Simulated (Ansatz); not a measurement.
The calculation's input:

```
crystal:
  lattice:
    - [3.4325161295, 0.0, 0.0]
    - [0.0, 3.4325161295, 0.0]
    - [0.0, 0.0, 3.4325161295]
  atoms:
    - { symbol: Sc, position: [0.0, 0.0, 0.0] }
    - { symbol: Ta, position: [0.5, 0.5, 0.5] }
basis:
  ecutwfc: 420
kpoints:
  mp_grid: { grid: [16, 16, 16] }
hamiltonian:
  xc: pbe
scf:
  occupations: { method: gaussian, width: 0.1 }
output:
  forces: true
  stress: true
  eigenvalues: true
  write_density: true
  write_potential: true
  elf: true
  volumetric_format: npy
relax:
  adjacent_minimum: "off"
  f_tol: 0.01
  max_steps: 80
  cell: { stress_tol: 0.05 }
```

Command:

```sh
ansatz run input.yaml --threads 1 --pin off --max-ram 2048MiB --backend cpu --events-out ev --progress --plain --runs-dir out
```

Below, planes, directions and counts refer to the conventional cell (a = 3.43 Å, b = 3.43 Å, c = 3.43 Å, α = 90.00°, β = 90.00°, γ = 90.00°).

The fields are those of the relaxed geometry.

Space group Pm-3m; a structure generated by program, which may or may not match a known phase.

These are results of DFT PBE, scalar-relativistic, plane waves, PAW (Ansatz), not measurements.

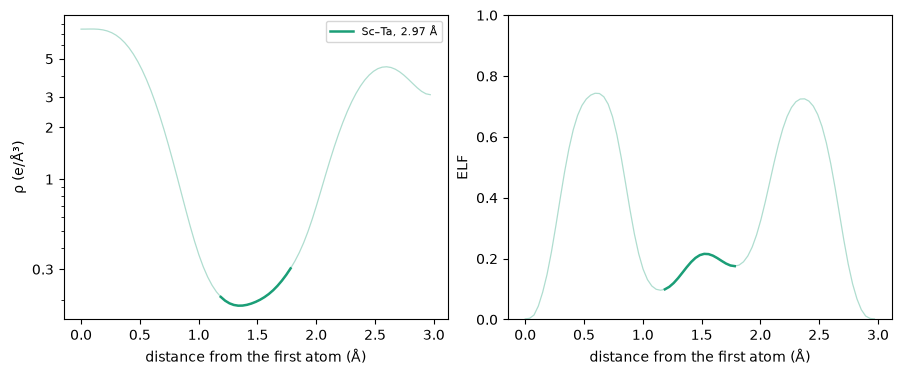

ScTa. Valence pseudo-density and electron localisation function along straight lines between neighbouring atoms. Thin, pale parts lie inside the atomic spheres.

Core electrons are frozen (PAW), and the valence fields are smoothed inside the atomic spheres.

Q: What can be read from the curves?

A: Sc–Ta (2.97 Å): ρ is about 0.19 e/Å³ halfway; the ELF is about 0.20 at the midpoint: no shared electron pair shows on this line.
